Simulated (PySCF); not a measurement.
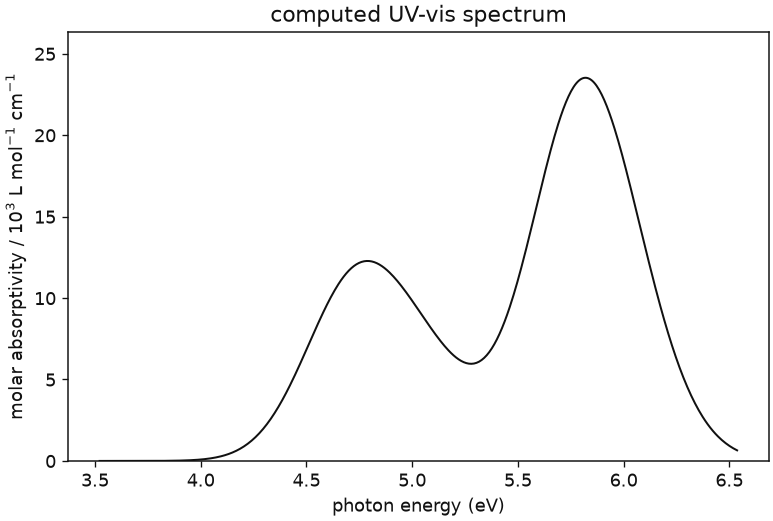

Computed absorption of C₆H₇O₃P, SMILES COC(=O)c1ocpc1C. Vertical TDDFT excitations, B3LYP/def2-SVPD (IEF-PCM acetonitrile) with PySCF 2.14.0, at a PBE0-D3(BJ)/def2-SVP geometry (no frequency check). Only the first 6 singlet excitations are included; each is broadened by a Gaussian of 1/e half-width 0.33 eV.

Q: Does any vertical transition fall in the visible?

A: No singlet lies below 3.1 eV (beyond 400 nm), so at this level no vertical transition falls in the visible.

Q: Which of the computed transitions is the brightest, and what character does the calculation give it?

A: S5 at 5.78 eV (214 nm), f = 0.413, mainly HOMO → LUMO+1 (60 %).

Q: List the transitions behind the spectrum.

A:
```tsv
state	E (eV)	λ (nm)	f	main character
S1	4.72	263	0.211	HOMO → LUMO (78 %)
S2	5.07	244	0.098	HOMO−1 → LUMO (59 %)
S3	5.09	243	0.002	HOMO−2 → LUMO (70 %)
S4	5.39	230	0.002	HOMO−3 → LUMO (72 %)
S5	5.78	214	0.413	HOMO → LUMO+1 (60 %)
S6	6.04	205	0.109	HOMO−1 → LUMO+1 (91 %)
```

Caveats: one conformer of a flexible molecule; core orbitals are frozen in the response.
